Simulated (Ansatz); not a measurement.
**CH5ClSi: composite energy at a relaxed geometry in Python**

Aim: a composite energy at a relaxed geometry, for CH5ClSi, run from a script.

All numbers are computed with Ansatz 0.2.0 through its Python package. The levels of theory stand in the script.

**1. The system**

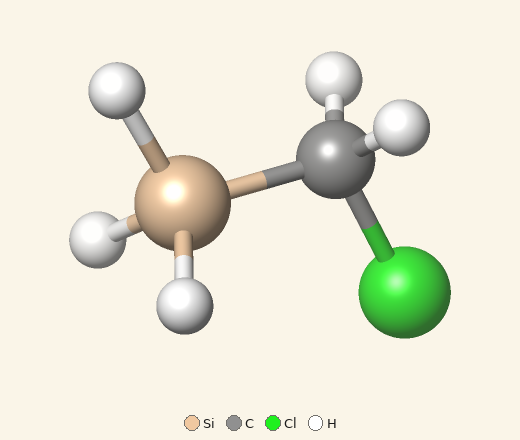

The starting structure, viewed from a chosen angle; silicon light orange, carbon grey, chlorine green, hydrogen white.

The script holds or builds the structure itself.

**2. The code**

composite.py

```python
"""A composite energy for CH5ClSi: DFT geometry, MP2 basis limit, coupled-cluster correction."""

import warnings

import ansatz as az
import numpy as np

GEOMETRY = """
Si   -0.79320    0.25200   -0.13730
C     0.90890   -0.22670    0.03520
Cl    1.01310   -1.46670    1.28640
H    -1.63970   -0.82650   -0.55850
H    -0.95150    1.33000   -1.22350
H    -1.37740    0.90260    1.10530
H     1.58330    0.61260    0.33170
H     1.34870   -0.63450   -0.89510
"""

warnings.simplefilter("ignore", az.DeckWarning)

system = az.Crystal.molecule()
for line in GEOMETRY.strip().splitlines():
    symbol, *xyz = line.split()
    system = system.atom(symbol, [float(v) for v in xyz])

calc = system.calculation()
calc = calc.basis(gaussian="def2-SVP")
calc = calc.functional("r2SCAN", dispersion="d3bj")
symbols = [site.symbol for site in system.cartesian_sites]
start = np.array([site.position_ang for site in system.cartesian_sites], dtype=float)
data = calc.relax(force_tolerance=0.01).run().report
end = np.array(data["positions_ang"])
print("final positions (A) and the move of each atom")
for symbol, xyz, old in zip(symbols, end, start):
    print(f"{symbol:2s} {xyz[0]:10.5f} {xyz[1]:10.5f} {xyz[2]:10.5f}   {np.linalg.norm(xyz - old):7.4f}")

minimum = az.Crystal.molecule()
for symbol, place in zip(symbols, end):
    minimum = minimum.atom(symbol, place.tolist())
at_minimum = minimum.calculation()
# MP2 extrapolated to the basis limit, plus the small-basis difference CCSD(T) - MP2
level = lambda method, basis: at_minimum.basis(gaussian=basis).correlation(method).run().report
small, large, cluster = level("mp2", "cc-pVDZ"), level("mp2", "cc-pVTZ"), level("ccsd_t", "cc-pVDZ")
corr = lambda each: (each["free_energy_ev"] - each["reference_energy_ev"]) / 27.211386246
mp2_limit = (27 * corr(large) - 8 * corr(small)) / 19
pieces = {"HF / cc-pVTZ": large["reference_energy_ev"] / 27.211386246, "MP2 correlation, DZ-TZ limit": mp2_limit, "CCSD(T) - MP2 / cc-pVDZ": corr(cluster) - corr(small)}
for name, value in pieces.items():
    print(f"{name:32s} {value:14.6f} Ha")
print(f"{'sum':32s} {sum(pieces.values()):14.6f} Ha")
print("T1 diagnostic", round(cluster["correlation"]["coupled_cluster"]["t1_diagnostic"], 4))
```

**3. What the engine is handed**

The engine receives this input (first run):

```yaml
crystal:
  periodic: [false, false, false]
  atoms:
    - { symbol: Si, position_ang: [-0.7932, 0.252, -0.1373] }
    - { symbol: C, position_ang: [0.9089, -0.2267, 0.0352] }
    - { symbol: Cl, position_ang: [1.0131, -1.4667, 1.2864] }
    - { symbol: H, position_ang: [-1.6397, -0.8265, -0.5585] }
    - { symbol: H, position_ang: [-0.9515, 1.33, -1.2235] }
    - { symbol: H, position_ang: [-1.3774, 0.9026, 1.1053] }
    - { symbol: H, position_ang: [1.5833, 0.6126, 0.3317] }
    - { symbol: H, position_ang: [1.3487, -0.6345, -0.8951] }
basis:
  gaussian:
    orbitals: def2-SVP
hamiltonian:
  xc: r2scan
  dispersion: d3bj
relax:
  f_tol: 0.01
```

**4. Running it**

The run is started by

```bash
> python composite.py
```

Output:

```text
final positions (A) and the move of each atom
Si   -0.86269    0.31402   -0.17067    0.0989
C     0.94212   -0.22137    0.03550    0.0337
Cl    1.05314   -1.48660    1.32008    0.0560
H    -1.68526   -0.86393   -0.56506    0.0593
H    -0.93776    1.35879   -1.23871    0.0353
H    -1.36074    0.87748    1.11551    0.0318
H     1.58952    0.61598    0.33786    0.0094
H     1.35387   -0.65156   -0.89030    0.0185
HF / cc-pVTZ                        -789.252853 Ha
MP2 correlation, DZ-TZ limit          -0.541393 Ha
CCSD(T) - MP2 / cc-pVDZ               -0.059941 Ha
sum                                 -789.854188 Ha
T1 diagnostic 0.0095
```

Wall time 30 s (1 thread of Arm Neoverse V1, shared host); peak memory 0.36 GiB.

**5. The relaxation of run 0, step by step**

The steps of the relaxation:

```
step  energy from step 1 (eV)  largest force component (eV/Å)
   1                   0.0000                          2.7844
   2                  -0.2055                          1.3407
   3                  -0.2558                          0.1182
   4                  -0.2572                          0.0190
   5                  -0.2573                          0.0032
```

Step 1 is the start.

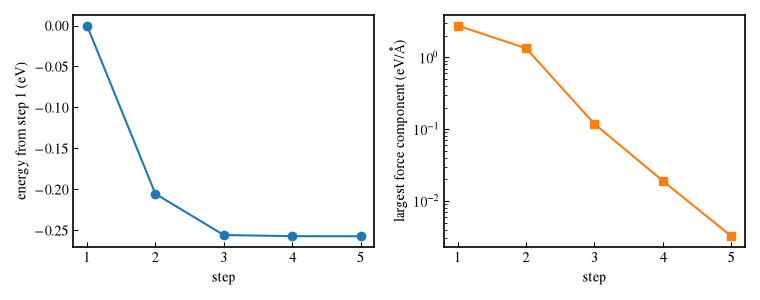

Energy and largest force along the relaxation.

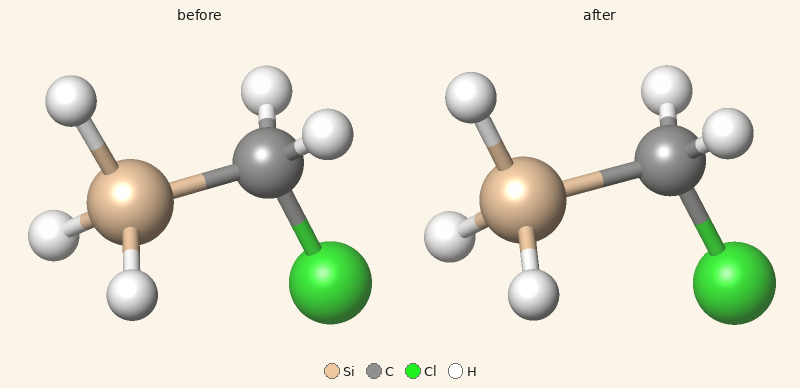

Before and after, at one scale.

Before: Bond lengths: Si1–C2 1.777 Å, C2–Cl3 1.765 Å, Si1–H4 1.434 Å, Si1–H5 1.538 Å, Si1–H6 1.519 Å, C2–H7 1.117 Å, C2–H8 1.107 Å. Angles: Si1–C2–Cl3 108.3°, Si1–C2–H7 113.7°, Si1–C2–H8 113.5°, Cl3–C2–H7 107.7°, Cl3–C2–H8 108.3°, H7–C2–H8 105.1°, C2–Si1–H4 113.0°, C2–Si1–H5 110.9°, C2–Si1–H6 113.9°, H4–Si1–H5 105.0°, H4–Si1–H6 109.6°, H5–Si1–H6 103.8°.

After: Bond lengths: Si1–C2 1.894 Å, C2–Cl3 1.806 Å, Si1–H4 1.490 Å, Si1–H5 1.496 Å, Si1–H6 1.490 Å, C2–H7 1.101 Å, C2–H8 1.101 Å. Angles: Si1–C2–Cl3 109.5°, Si1–C2–H7 112.0°, Si1–C2–H8 112.0°, Cl3–C2–H7 107.5°, Cl3–C2–H8 107.5°, H7–C2–H8 108.0°, C2–Si1–H4 109.4°, C2–Si1–H5 108.8°, C2–Si1–H6 109.4°, H4–Si1–H5 109.6°, H4–Si1–H6 110.1°, H5–Si1–H6 109.6°.

Run 0 is this relaxation; the runs after it count from 1.

**6. The runs side by side**

The 3 runs, in the order started:

```
run    basis  method  energy (eV)  iterations in all  CPU time (s)
  1  cc-pVDZ     mp2  -21485.8966                 10          0.81
  2  cc-pVTZ     mp2  -21490.1356                 14           3.2
  3  cc-pVDZ  ccsd_t  -21487.5277                 16           2.5
```

**7. Summary of results**

| quantity | value |
| --- | --- |
| T1 diagnostic | 0.0095 |
| composite energy | -789.854188 Ha |
| runs compared | 3 |

**Reading.** All 3 runs converged, in 10 to 16 cycles. A T1 diagnostic under about 0.02 supports a single-reference treatment, as here. Run 0: After 4 moves the largest shift is 0.099 Å, of atom 1 (Si). Notes:
- The sum leaves out core correlation, relativity, the Hartree-Fock basis error and zero-point energy; a DZ-TZ extrapolation is rough.
- Inner cores stay frozen, so this is valence correlation.
- For Al to Cl the sets with a tight d function, cc-pV(X+d)Z, are usual.
- An extrapolation from small basis sets is rough.
- A dispersion term here runs with damping parameters fitted for another variant or functional.
- The script silences the warnings on its input, which a real study should read.
